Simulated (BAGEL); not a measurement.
# NO+ (nitrosonium) at B3LYP/aug-cc-pVTZ (density fitting with qzvpp-jkfit)

What is the energy change on altering one bond length of NO+ (nitrosonium) at B3LYP/aug-cc-pVTZ (density fitting with qzvpp-jkfit)? 

Program for the calculation: BAGEL 1.2.2.

## (1) The system as given

NO+: 2 atoms, total charge +1, spin state singlet. SMILES: `N#[O+]`. Geometry: the measured bond length.

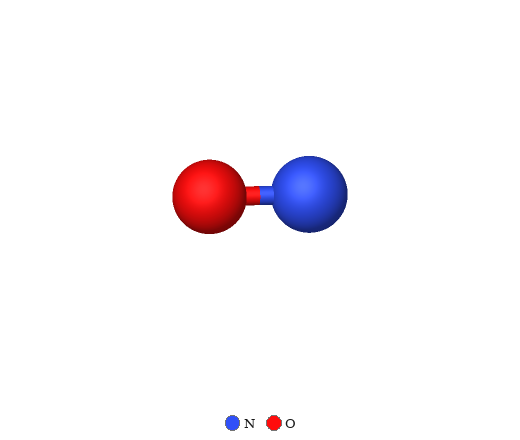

Viewed from a chosen angle; nitrogen blue, oxygen red.

## (2) The energy at B3LYP/aug-cc-pVTZ (density fitting with qzvpp-jkfit)

input.json reads:

```json
{ "bagel" : [

{
  "title" : "molecule",
  "basis" : "aug-cc-pvtz.json",
  "df_basis" : "qzvpp-jkfit",
  "angstrom" : true,
  "geometry" : [
    { "atom" : "N", "xyz" : [    0.000000,    0.000000,    0.000000 ] },
    { "atom" : "O", "xyz" : [    0.000000,    0.000000,    1.063220 ] }
  ]
},
{
  "title" : "ks",
  "xc_func" : "b3lyp",
  "charge" : 1
},
{
  "title" : "print",
  "file" : "orbitals.molden",
  "orbitals" : true
}

]}
```

The basis set aug-cc-pVTZ is read from a file made from the Basis Set Exchange's data (not shown).

On the command line:

```sh
BAGEL_NUM_THREADS=1 BAGEL input.json > input.out
```

Log:

```text
* using 1 threads per process

  ===============================================================
  ===============================================================

  *** Geometry ***

  { "atom" : "N", "xyz" : [      0.000000,      0.000000,      0.000000 ] },
  { "atom" : "O", "xyz" : [      0.000000,      0.000000,      2.009195 ] },

  Number of auxiliary basis functions:      154

  Since a DF basis is specified, we compute 2- and 3-index integrals:
    o Being stored without compression. Storage requirement is 0.010 GB

  Number of basis functions:       92
  Number of electrons      :       15

    * METHOD: MOLECULE                             0.03

  *** Kohn-Sham DFT ***

    * Removing 2041 points whose weight is below 1.00e-10
    * Grid points: 27771

  === Nuclear Repulsion ===
    27.8718645224

       - DIIS with orbital gradients will be used.

  === KS iteration (b3lyp / aug-cc-pvtz.json) ===
      0       -110.23407615          0.14031505           0.06
      1       -114.99097481          0.21693227           0.05
      2       -115.48797594          0.13978268           0.05
      3       -124.43537483          0.12862253           0.05
      4       -128.75015796          0.07051737           0.05
      5       -127.48990702          0.10112463           0.05
      6       -127.76753612          0.09563151           0.05
      7       -128.53433789          0.08009668           0.05
      8       -129.57487891          0.00903429           0.05
      9       -129.58637808          0.00223552           0.05
     10       -129.58719814          0.00009137           0.05
     11       -129.58720025          0.00005961           0.05
     12       -129.58720086          0.00000112           0.05
     13       -129.58720086          0.00000013           0.05
     14       -129.58720086          0.00000003           0.05
     15       -129.58720086          0.00000000           0.05
    * SCF iteration converged.

    * Permanent dipole moment:
           (   -0.000000,     0.000000,     0.153904) a.u.

    * METHOD: KS                                   0.86

    * METHOD: PRINT                                0.01

  ===============================================================
```

It took 1.1 s on 1 thread of Arm Neoverse V2, shared host; peak memory 0.14 GiB.

## (3) The distorted shape at the same level

calc.json reads:

```json
{ "bagel": [

{
  "title": "molecule",
  "basis": "aug-cc-pvtz.json",
  "df_basis": "qzvpp-jkfit",
  "angstrom": "true",
  "geometry": [
    { "atom": "N", "xyz": [    0.000000,    0.000000,   -0.159480 ] },
    { "atom": "O", "xyz": [    0.000000,    0.000000,    1.063220 ] }
  ]
},
{
  "title": "ks",
  "xc_func": "b3lyp",
  "charge": 1
},
{
  "title": "print",
  "file": "orbitals.molden",
  "orbitals": "true"
}

]}
```

The basis set aug-cc-pVTZ is read from a file made from the Basis Set Exchange's data (not shown).

On the command line:

```sh
BAGEL_NUM_THREADS=1 BAGEL calc.json > calc.out
```

Log:

```text
* using 1 threads per process

  ===============================================================
  ===============================================================

  *** Geometry ***

  { "atom" : "N", "xyz" : [      0.000000,      0.000000,     -0.301374 ] },
  { "atom" : "O", "xyz" : [      0.000000,      0.000000,      2.009195 ] },

  Number of auxiliary basis functions:      154

  Since a DF basis is specified, we compute 2- and 3-index integrals:
    o Being stored without compression. Storage requirement is 0.010 GB

  Number of basis functions:       92
  Number of electrons      :       15

    * METHOD: MOLECULE                             0.03

  *** Kohn-Sham DFT ***

    * Removing 1845 points whose weight is below 1.00e-10
    * Grid points: 27967

  === Nuclear Repulsion ===
    24.2364633986

       - DIIS with orbital gradients will be used.

  === KS iteration (b3lyp / aug-cc-pvtz.json) ===
      0       -110.98097134          0.12474942           0.06
      1       -114.32592804          0.18548334           0.05
      2       -114.22898303          0.12728780           0.05
      3       -123.39825837          0.12135001           0.05
      4       -128.88357823          0.05942594           0.05
      5       -126.01792473          0.11277116           0.05
      6       -127.96469383          0.08953996           0.05
      7       -126.19838244          0.11257985           0.05
      8       -129.06713336          0.04750807           0.05
      9       -129.44135704          0.02389977           0.05
     10       -129.52852541          0.00361514           0.05
     11       -129.53063722          0.00025270           0.05
     12       -129.53064772          0.00005023           0.05
     13       -129.53064810          0.00000657           0.05
     14       -129.53064811          0.00000046           0.05
     15       -129.53064811          0.00000002           0.05
     16       -129.53064811          0.00000000           0.05
    * SCF iteration converged.

    * Permanent dipole moment:
           (    0.000000,    -0.000000,     0.291925) a.u.

    * METHOD: KS                                   0.92

    * METHOD: PRINT                                0.01

  ===============================================================
```

Run time: 1.1 s. Hardware: 1 thread of Arm Neoverse V2, shared host; peak memory 0.14 GiB.

## (4) What came out

Level: B3LYP/aug-cc-pVTZ (density fitting with qzvpp-jkfit).

```
                                                         quantity          value
                                        first shape: total energy  -129.58720 Eh
                                         first shape: HOMO energy      -25.02 eV
                                         first shape: LUMO energy      -13.46 eV
                                       first shape: HOMO–LUMO gap       11.56 eV
                                    distorted shape: total energy  -129.53065 Eh
                                     distorted shape: HOMO energy      -24.64 eV
                                     distorted shape: LUMO energy      -15.12 eV
                                   distorted shape: HOMO–LUMO gap        9.52 eV
energy change with the N1–O2 bond stretched from 1.063 to 1.223 Å       1.539 eV
```

**Reading.** With the N1–O2 bond stretched from 1.063 to 1.223 Å the energy rises by 1.54 eV (35 kcal/mol). The first shape isn't relaxed at this level, so the change isn't measured from a minimum.
